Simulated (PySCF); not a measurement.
```xyz
27

C    -4.5954    2.4255   -1.5117
C    -3.5026    2.3095   -0.7761
Si   -2.1608    1.0237   -1.0948
N    -0.9965    1.2658    0.1582
Si    0.5454    0.4997    0.2459
N     0.9623    0.3767    1.9146
Si    2.0434   -0.7583    2.6318
O     3.1836   -1.1888    1.5772
Si    4.0852   -1.1438    0.2349
O     0.4216   -0.9435   -0.4660
Si    0.0194   -2.5076   -0.3884
H    -4.7782    1.7713   -2.3483
H    -5.3566    3.1682   -1.3237
H    -3.3763    2.9988    0.0516
H    -2.7169   -0.3334   -1.0169
H    -1.5512    1.2344   -2.4159
H    -1.1482    2.0320    0.7902
H     1.5783    1.1781   -0.5345
H     0.4354    0.9425    2.5556
H     1.3894   -2.0126    3.0061
H     2.7109   -0.0750    3.7395
H     3.2696   -1.5175   -0.9160
H     5.1342   -2.1286    0.5073
H     4.6448    0.2023    0.0955
H    -1.2021   -2.6848    0.4008
H    -0.1900   -2.8618   -1.7927
H     1.1316   -3.2463    0.2097
```

Geometry: GFN2-xTB.

Method: mPW1PW91/6-31G*, SCF density, gas phase, non-relativistic (PySCF 2.14.0).

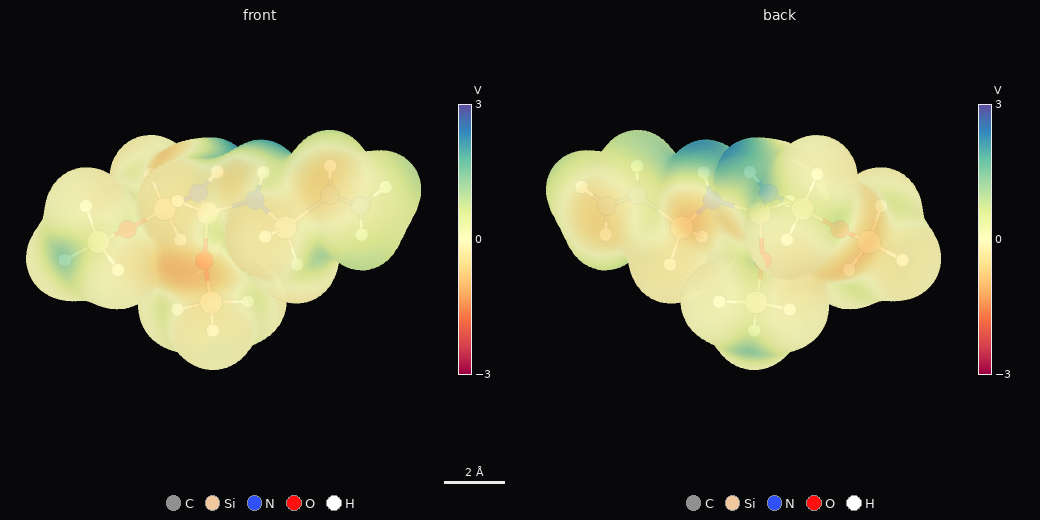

C2H16N2O2Si5. The molecular electrostatic potential painted on the density surface at 0.002 e/bohr³, seen from the front and from behind; the colour scale runs from red (negative) to blue (positive).

**Which sites attract a positive test charge, and which a negative one?**

A positive charge is drawn to the negative regions and a negative charge to the positive ones. The most negative region (about −0.9 V, or −21 kcal/mol for a unit charge) lies over O10, the most positive (about +2.2 V, or +51 kcal/mol for a unit charge) over H17 and H19.

**How polar is the molecule by this calculation?**

Its dipole moment is 2.31 D.
